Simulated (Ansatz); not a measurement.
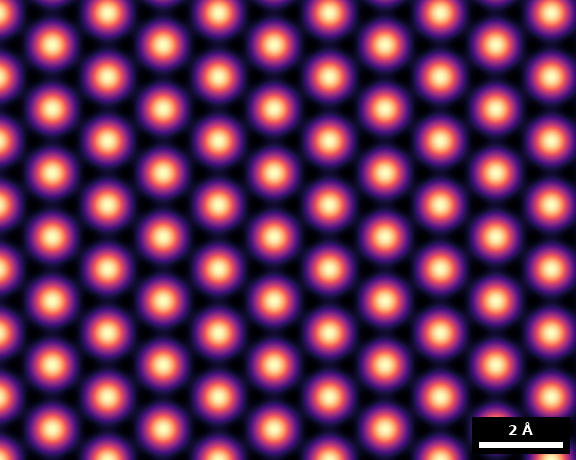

Dark-field STEM-like image of a crystal. The image is simulated as a sum over atoms of Z^1.6, blurred by a 0.95 Å probe (no channelling). The probe carries 15 % of its weight in a tail 2.5 times as wide.

What two-dimensional lattice does the image show, and how large is its cell?

The pattern repeats on a hexagonal net with a repeat of 1.6 Å.

What is the plane group of the image?

p6mm: sixfold points with mirror lines through them.

How many columns does the smallest repeating cell hold, and how many levels of brightness?

1 column in the primitive cell of 2.1 Å², all of one brightness.

The crystal is Ir (Fm-3m, No. 225) seen along [111]. Model: the input geometry of a calculation.
